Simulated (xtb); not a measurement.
## Geometry relaxation, with input and output: CH5F2GeN (part 1 of 4)

System: CH5F2GeN.
Method: GFN2-xTB (xtb 6.7.1).

The geometry: force field.

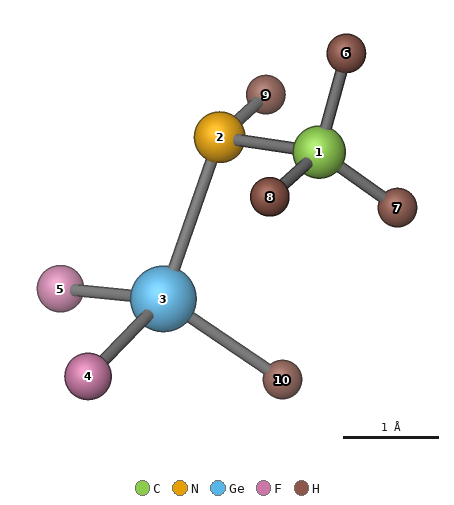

**Figure 1.** The input geometry (ball-and-stick view, seen at a tilt; atoms are numbered from 1 in the order of the input). Sticks mark near contacts.

Input (mol.sdf)
```

     RDKit          3D

 10  9  0  0  0  0  0  0  0  0999 V2000
   -0.7551   -1.0097    0.5861 C   0  0  0  0  0  0  0  0  0  0  0  0
   -0.4398    0.4431    0.6402 N   0  0  0  0  0  0  0  0  0  0  0  0
    0.6821    0.8417   -0.7947 Ge  0  0  0  0  0  4  0  0  0  0  0  0
   -0.0608    0.6382   -2.3065 F   0  0  0  0  0  0  0  0  0  0  0  0
    1.2625    2.4965   -0.6630 F   0  0  0  0  0  0  0  0  0  0  0  0
   -1.4720   -1.1947    1.4249 H   0  0  0  0  0  0  0  0  0  0  0  0
    0.1252   -1.6111    0.6390 H   0  0  0  0  0  0  0  0  0  0  0  0
   -1.3165   -1.1569   -0.3739 H   0  0  0  0  0  0  0  0  0  0  0  0
    0.1142    0.6080    1.5629 H   0  0  0  0  0  0  0  0  0  0  0  0
    1.9432   -0.1062   -0.7121 H   0  0  0  0  0  0  0  0  0  0  0  0
  2  1  1  0
  3  2  1  0
  4  3  1  0
  5  3  1  0
  6  1  1  0
  7  1  1  0
  8  1  1  0
  9  2  1  0
 10  3  1  0
M  END
$$$$
```

Machine: 1 thread of Arm Neoverse N1, 98 GiB of memory available, shared host.

Command:
```bash
xtb mol.sdf --json --uhf 0 --gfn2 -o > run.log 2> xtb.err
```

What the program printed
```
* xtb version 6.7.1
   ID    Z sym.   atoms
    1    6 C      1
    2    7 N      2
    3   32 Ge     3
    4    9 F      4, 5
    5    1 H      6-10

           -------------------------------------------------
          |                Calculation Setup                |
           -------------------------------------------------

          program call               : xtb mol.sdf --json --uhf 0 --gfn2 -o
          coordinate file            : mol.sdf
          omp threads                :                     1

           -------------------------------------------------
          |                 G F N 2 - x T B                 |
           -------------------------------------------------

      * Hamiltonian:
        H0-scaling (s, p, d)           1.850000    2.230000    2.230000
        zeta-weighting                 0.500000
      * Dispersion:
        s8                             2.700000
        a1                             0.520000
        a2                             5.000000
        s9                             5.000000
      * Repulsion:
        kExp                           1.500000    1.000000
        rExp                           1.000000
      * Coulomb:
        alpha                          2.000000
        third order                    shell-resolved
        anisotropic                    true
        a3                             3.000000
        a5                             4.000000
        cn-shift                       1.200000
        cn-exp                         4.000000
        max-rad                        5.000000

          ...................................................
          :                      SETUP                      :
          :.................................................:
          :  # basis functions                  31          :
          :  # atomic orbitals                  30          :
          :  # shells                           16          :
          :  # electrons                        32          :
          :  max. iterations                   250          :
          :  Hamiltonian                  GFN2-xTB          :
          :  restarted?                      false          :
          :  GBSA solvation                  false          :
          :  PC potential                    false          :
          :  electronic temp.          300.0000000     K    :
          :  accuracy                    1.0000000          :
          :  -> integral cutoff          0.2500000E+02      :
          :  -> integral neglect         0.1000000E-07      :
          :  -> SCF convergence          0.1000000E-05 Eh   :
          :  -> wf. convergence          0.1000000E-03 e    :
          :  Broyden damping             0.4000000          :
          :  net charge                          0          :
          :  unpaired electrons                  0          :
          ...................................................

 iter      E             dE          RMSdq      gap      omega  full diag
   1    -18.6094243 -0.186094E+02  0.706E+00    5.31       0.0  T
   2    -18.5294894  0.799348E-01  0.940E+00    8.43       1.0  T
   3    -19.1202270 -0.590738E+00  0.407E+00    6.83       1.0  T
   4    -19.1398013 -0.195744E-01  0.162E+00    6.36       1.0  T
   5    -19.1510396 -0.112382E-01  0.688E-01    6.03       1.0  T
   6    -19.1529629 -0.192336E-02  0.195E-01    6.12       1.0  T
   7    -19.1530493 -0.863478E-04  0.445E-02    6.14       1.0  T
   8    -19.1530510 -0.175084E-05  0.243E-02    6.15       1.3  T
   9    -19.1530511 -0.572098E-07  0.151E-02    6.15       2.1  T
  10    -19.1530516 -0.541091E-06  0.151E-03    6.14      21.0  T
  11    -19.1530516 -0.195505E-07  0.629E-04    6.14      50.3  T
  12    -19.1530516 -0.383736E-09  0.195E-04    6.14     162.1  T

   *** convergence criteria satisfied after 12 iterations ***

         #    Occupation            Energy/Eh            Energy/eV
      -------------------------------------------------------------
         1        2.0000           -0.8225410             -22.3825
       ...           ...                  ...                  ...
        10        2.0000           -0.5156995             -14.0329
        11        2.0000           -0.5054049             -13.7528
        12        2.0000           -0.4989305             -13.5766
        13        2.0000           -0.4970944             -13.5266
        14        2.0000           -0.4851075             -13.2004
        15        2.0000           -0.4626442             -12.5892
        16        2.0000           -0.4110906             -11.1863 (HOMO)
        17                         -0.1853769              -5.0444 (LUMO)
        18                         -0.1039151              -2.8277
        19                         -0.1006006              -2.7375
        20                         -0.0827571              -2.2519
        21                         -0.0054568              -0.1485
       ...                                ...                  ...
        30                          0.9577930              26.0629
      -------------------------------------------------------------
                  HL-Gap            0.2257137 Eh            6.1420 eV
             Fermi-level           -0.2982337 Eh           -8.1154 eV

 SCC (total)                   0 d,  0 h,  0 min,  0.007 sec
 SCC setup                      ...        0 min,  0.000 sec (  1.206%)
 Dispersion                     ...        0 min,  0.000 sec (  0.638%)
 classical contributions        ...        0 min,  0.000 sec (  0.126%)
 integral evaluation            ...        0 min,  0.001 sec ( 12.676%)
 iterations                     ...        0 min,  0.004 sec ( 57.639%)
 molecular gradient             ...        0 min,  0.002 sec ( 26.360%)
 printout                       ...        0 min,  0.000 sec (  1.167%)

         :::::::::::::::::::::::::::::::::::::::::::::::::::::
         ::                     SUMMARY                     ::
         :::::::::::::::::::::::::::::::::::::::::::::::::::::
         :: total energy             -19.072854045246 Eh    ::
         :: gradient norm              0.084264881490 Eh/a0 ::
         :: HOMO-LUMO gap              6.141981554230 eV    ::
         ::.................................................::
         :: SCC energy               -19.153048061472 Eh    ::
         :: -> isotropic ES            0.017823221045 Eh    ::
         :: -> anisotropic ES          0.000874951902 Eh    ::
         :: -> anisotropic XC          0.005674959887 Eh    ::
         :: -> dispersion             -0.004958508121 Eh    ::
         :: repulsion energy           0.080194016226 Eh    ::
         :: add. restraining           0.000000000000 Eh    ::
         :: total charge              -0.000000000000 e     ::
         :::::::::::::::::::::::::::::::::::::::::::::::::::::

      -----------------------------------------------------------
     |                   =====================                   |
     |                        A N C O P T                        |
     |                   =====================                   |
     |               Approximate Normal Coordinate               |
     |                Rational Function Optimizer                |
      -----------------------------------------------------------

          ...................................................
          :                      SETUP                      :
          :.................................................:
          :   optimization level            normal          :
          :   max. optcycles                   200          :
          :   ANC micro-cycles                  20          :
          :   degrees of freedom                24          :
          :.................................................:
          :   RF solver                   davidson          :
          :   write xtbopt.log                true          :
          :   linear?                        false          :
          :   energy convergence         0.5000000E-05 Eh   :
          :   grad. convergence          0.1000000E-02 Eh/α :
          :   maximum RF displ.          1.0000000          :
          :   Hlow (freq-cutoff)         0.1000000E-01      :
          :   Hmax (freq-cutoff)         5.0000000          :
          :   S6 in model hess.         20.0000000          :
          ...................................................

generating ANC from exact Hessian ...
Using Lindh-Hessian (1995)
 Shifting diagonal of input Hessian by    7.2662371149185339E-003
 Lowest  eigenvalues of input Hessian
    0.000000    0.000000    0.000000    0.000000    0.000000    0.000000
    0.010000    0.012768    0.014849    0.021357    0.026823    0.036212
    0.042971    0.052539    0.057845    0.065004    0.090966    0.105142
 Highest eigenvalues
    0.878494    1.012585    1.056606    1.122406    1.240171    1.300303

........................................................................
.............................. CYCLE    1 ..............................
........................................................................

 iter      E             dE          RMSdq      gap      omega  full diag
   1    -19.1530516 -0.191531E+02  0.519E-05    6.14       0.0  T
   2    -19.1530516 -0.144595E-11  0.206E-05    6.14    1535.2  T
   3    -19.1530516  0.817124E-13  0.115E-05    6.14    2747.2  T
     SCC iter.                  ...        0 min,  0.001 sec
     gradient                   ...        0 min,  0.002 sec
 * total energy  :   -19.0728540 Eh     change       -0.1813589E-09 Eh
   gradient norm :     0.0842652 Eh/α   predicted     0.0000000E+00 (-100.00%)
   displ. norm   :     0.3971044 α      lambda       -0.1448000E-01
   maximum displ.:     0.2130561 α      in ANC's #2, #4, #3, ...

........................................................................
.............................. CYCLE    2 ..............................
........................................................................

 iter      E             dE          RMSdq      gap      omega  full diag
   1    -19.1732861 -0.191733E+02  0.119E+00    6.47       0.0  T
   2    -19.1734135 -0.127451E-03  0.649E-01    6.51       1.0  T
   3    -19.1734082  0.529848E-05  0.166E-01    6.50       1.0  T
   4    -19.1733652  0.430233E-04  0.100E-01    6.53       1.0  T
   5    -19.1734276 -0.624444E-04  0.187E-02    6.52       1.7  T
   6    -19.1734262  0.142911E-05  0.182E-02    6.52       1.7  T
   7    -19.1734277 -0.150768E-05  0.455E-03    6.51       6.9  T
   8    -19.1734278 -0.864028E-07  0.326E-04    6.51      97.0  T
   9    -19.1734278 -0.633094E-11  0.157E-04    6.51     201.3  T
     SCC iter.                  ...        0 min,  0.003 sec
     gradient                   ...        0 min,  0.002 sec
 * total energy  :   -19.0833707 Eh     change       -0.1051668E-01 Eh
   gradient norm :     0.0374354 Eh/α   predicted    -0.8381694E-02 ( -20.30%)
   displ. norm   :     0.4009004 α      lambda       -0.6890439E-02
   maximum displ.:     0.2804319 α      in ANC's #2, #3, #7, ...

........................................................................
.............................. CYCLE    3 ..............................
........................................................................

 iter      E             dE          RMSdq      gap      omega  full diag
   1    -19.1861683 -0.191862E+02  0.766E-01    6.54       0.0  T
   2    -19.1862577 -0.893787E-04  0.437E-01    6.54       1.0  T
   3    -19.1862473  0.103753E-04  0.154E-01    6.57       1.0  T
   4    -19.1861767  0.706487E-04  0.845E-02    6.54       1.0  T
   5    -19.1862686 -0.919292E-04  0.250E-02    6.56       1.3  T
   6    -19.1862705 -0.190442E-05  0.852E-03    6.56       3.7  T
   7    -19.1862709 -0.367083E-06  0.212E-03    6.56      14.9  T
   8    -19.1862709 -0.305299E-08  0.296E-04    6.56     106.7  T
   9    -19.1862709 -0.303039E-09  0.109E-04    6.56     290.0  T
     SCC iter.                  ...        0 min,  0.003 sec
     gradient                   ...        0 min,  0.002 sec
 * total energy  :   -19.0878519 Eh     change       -0.4481199E-02 Eh
   gradient norm :     0.0167400 Eh/α   predicted    -0.3998939E-02 ( -10.76%)
   displ. norm   :     0.4090522 α      lambda       -0.2744921E-02
   maximum displ.:     0.3093412 α      in ANC's #2, #3, #4, ...

........................................................................
.............................. CYCLE    4 ..............................
........................................................................

 iter      E             dE          RMSdq      gap      omega  full diag
   1    -19.1848789 -0.191849E+02  0.869E-01    6.18       0.0  T
   2    -19.1849466 -0.677406E-04  0.457E-01    6.24       1.0  T
   3    -19.1848207  0.125912E-03  0.205E-01    6.21       1.0  T
   4    -19.1848684 -0.477277E-04  0.100E-01    6.26       1.0  T
   5    -19.1849729 -0.104508E-03  0.180E-02    6.24       1.8  T
   6    -19.1849749 -0.200580E-05  0.654E-03    6.24       4.8  T
   7    -19.1849750 -0.175472E-07  0.877E-04    6.24      36.1  T
   8    -19.1849750 -0.439154E-09  0.144E-04    6.24     219.9  T
     SCC iter.                  ...        0 min,  0.002 sec
     gradient                   ...        0 min,  0.002 sec
 * total energy  :   -19.0895651 Eh     change       -0.1713199E-02 Eh
   gradient norm :     0.0184170 Eh/α   predicted    -0.1602108E-02 (  -6.48%)
   displ. norm   :     0.2699851 α      lambda       -0.1300083E-02
   maximum displ.:     0.2133397 α      in ANC's #2, #3, #16, ...

........................................................................
.............................. CYCLE    5 ..............................
........................................................................

 iter      E             dE          RMSdq      gap      omega  full diag
   1    -19.1879694 -0.191880E+02  0.365E-01    6.24       0.0  T
   2    -19.1879805 -0.111111E-04  0.218E-01    6.24       1.0  T
   3    -19.1879762  0.431268E-05  0.428E-02    6.25       1.0  T
   4    -19.1879686  0.758389E-05  0.360E-02    6.24       1.0  T
   5    -19.1879825 -0.138809E-04  0.671E-03    6.25       4.7  T
   6    -19.1879825 -0.287735E-07  0.296E-03    6.25      10.7  T
   7    -19.1879825 -0.194432E-08  0.880E-04    6.25      35.9  T
   8    -19.1879825 -0.163386E-08  0.188E-04    6.25     168.1  T
     SCC iter.                  ...        0 min,  0.002 sec
     gradient                   ...        0 min,  0.002 sec
 * total energy  :   -19.0904610 Eh     change       -0.8958530E-03 Eh
   gradient norm :     0.0130337 Eh/α   predicted    -0.6974244E-03 ( -22.15%)
   displ. norm   :     0.2267660 α      lambda       -0.7877458E-03
   maximum displ.:     0.1695235 α      in ANC's #2, #3, #10, ...

........................................................................
.............................. CYCLE    6 ..............................
........................................................................
```
